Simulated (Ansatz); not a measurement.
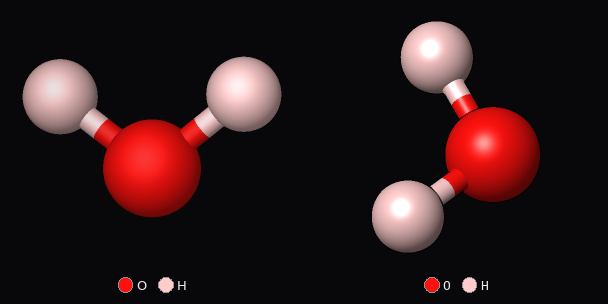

The same structure drawn twice, from different directions.

Description:

It has 3 atoms: 2 hydrogen and 1 oxygen (H₂O). This geometry has C2v symmetry. Coordination: 1 O bent.

More results for the same structure follow; atom numbers are the same in all pictures, views and colours differ. Computed geometry: PBE0-D4/def2-TZVP optimisation.

Electronic properties

Properties computed with RKS PBE0-D4/def2-TZVPP (Ansatz 0.2.0).

Predict the main results.

- HOMO energy (Kohn–Sham orbital): −8.90 eV
- LUMO energy (Kohn–Sham orbital): 0.85 eV
- HOMO–LUMO gap: 9.75 eV

Charges

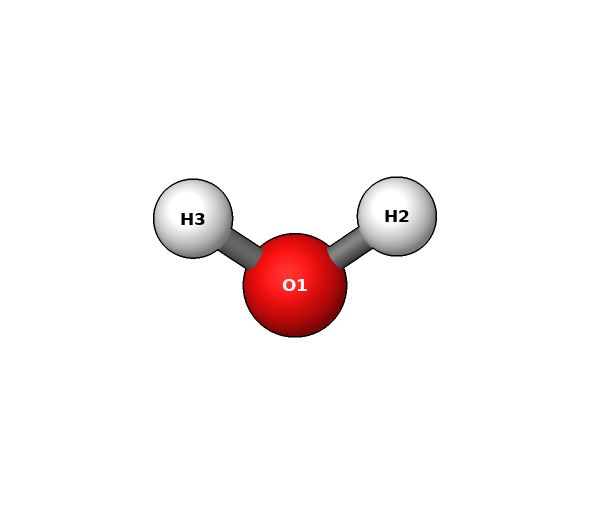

The questions are on Mulliken charges. Method: RKS PBE0-D4/def2-TZVP (Ansatz 0.2.0).

List the Mulliken charges.

```tsv
atom	value (e)
O1	−0.65
H2	0.32
H3	0.32
```

Dipole moment

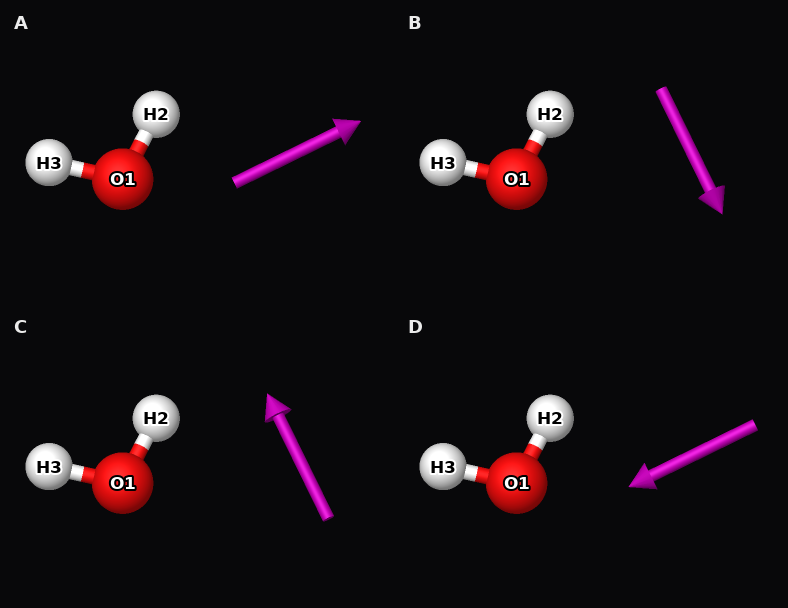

The same molecule four times, each with an arrow. Level of theory: RKS PBE0-D4/def2-TZVP (Ansatz 0.2.0).

> Which arrow points along the dipole moment, from the negative to the positive end?

C. The dipole moment is 2.07 D; it points from the side of O1 to the side of H2, H3 (the outermost atoms at the two ends).

Vibrations

Harmonic vibrations computed with RKS PBE0-D4/def2-TZVP (Ansatz 0.2.0) at a stationary point of the same level.

> How many vibrational modes are there, and where do they lie?

3 modes: 1623, 3852, 3959 cm⁻¹.

Mulliken values depend strongly on the basis set and can even reverse the polarity of a bond.
